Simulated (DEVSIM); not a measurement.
System: TaN/AlN/p-Si capacitor, at 400 K.

```tsv
layer (left to right)	material	thickness (nm)	Na (cm⁻³)
1	AlN	3.90	-
2	Si	550	1.1e18
```

Metal gate on the left, work function 4.4 eV. Fixed charge at the semiconductor interface -6.1e10 cm⁻² (in units of +e); no interface traps.

Constants are typed, rounded textbook-type inputs, not results; the design itself was drawn at random and stands for no fabricated device. Values at 300 K; Nc and Nv go as T^1.5, mobilities as T to minus their exponent, the gap by Varshni's rule with the affinity fixed.

```tsv
parameter	AlN	Si
gap (eV)	6.1	1.124
affinity (eV)	1.9	4.05
permittivity	8.5	11.7
Nc (cm⁻³)	-	2.86e19
Nv (cm⁻³)	-	3.1e19
Varshni α (eV/K)	-	0.000473
Varshni β (K)	-	636
```

Simulated with DEVSIM: 1D Poisson equation in equilibrium, Boltzmann statistics, complete ionisation; no quantum confinement or tunnelling. Metal contacts follow the ideal Schottky-Mott rule: no Fermi-level pinning, no interface dipoles.

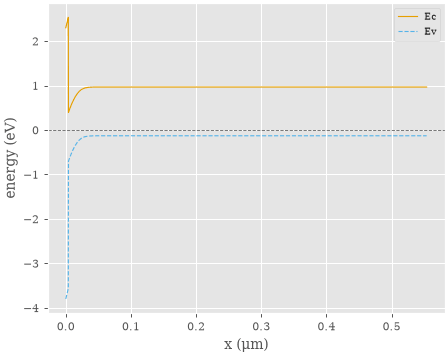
Band edges at 0.2 V on the gate

Energies count from the Fermi level of the right contact; mesh points crowd at the junctions.

| x (μm) | Ec (eV) | Ev (eV) | n (cm⁻³) | p (cm⁻³) | field (V/cm) |
|---|---|---|---|---|---|
| 0.000 | 2.300 | -3.800 | < 1e2 | < 1e2 | 610000 |
| 0.0007572 | 2.346 | -3.754 | < 1e2 | < 1e2 | 610000 |
| 0.001767 | 2.407 | -3.693 | < 1e2 | < 1e2 | 610000 |
| 0.002786 | 2.469 | -3.631 | < 1e2 | < 1e2 | 610000 |
| 0.003866 | 2.534 | -3.566 | < 1e2 | < 1e2 | 560000 |
| 0.004803 | 0.424 | -0.672 | 2.0e14 | 1.6e11 | 420000 |
| 0.006406 | 0.489 | -0.608 | 3.0e13 | 1.1e12 | 390000 |
| 0.01072 | 0.640 | -0.456 | 3.8e11 | 8.6e13 | 320000 |
| 0.01739 | 0.813 | -0.284 | 2.5e9 | 1.3e16 | 200000 |
| 0.02874 | 0.944 | -0.153 | 5.7e7 | 5.7e17 | 46000 |
| 0.05048 | 0.966 | -0.130 | 2.9e7 | 1.1e18 | 460 |
| 0.1065 | 0.966 | -0.130 | 2.9e7 | 1.1e18 | ≈ 0 |
| 0.1870 | 0.966 | -0.130 | 2.9e7 | 1.1e18 | ≈ 0 |
| 0.3218 | 0.966 | -0.130 | 2.9e7 | 1.1e18 | ≈ 0 |
| 0.4513 | 0.966 | -0.130 | 2.9e7 | 1.1e18 | ≈ 0 |
| 0.4966 | 0.966 | -0.130 | 2.9e7 | 1.1e18 | ≈ 0 |
| 0.5221 | 0.966 | -0.130 | 2.9e7 | 1.1e18 | ≈ 0 |
| 0.5371 | 0.966 | -0.130 | 2.9e7 | 1.1e18 | ≈ 0 |
| 0.5468 | 0.966 | -0.130 | 2.9e7 | 1.1e18 | ≈ 0 |
| 0.5504 | 0.966 | -0.130 | 2.9e7 | 1.1e18 | ≈ 0 |
| 0.5525 | 0.966 | -0.130 | 2.9e7 | 1.1e18 | ≈ 0 |
| 0.5539 | 0.966 | -0.130 | 2.9e7 | 1.1e18 | ≈ 0 |
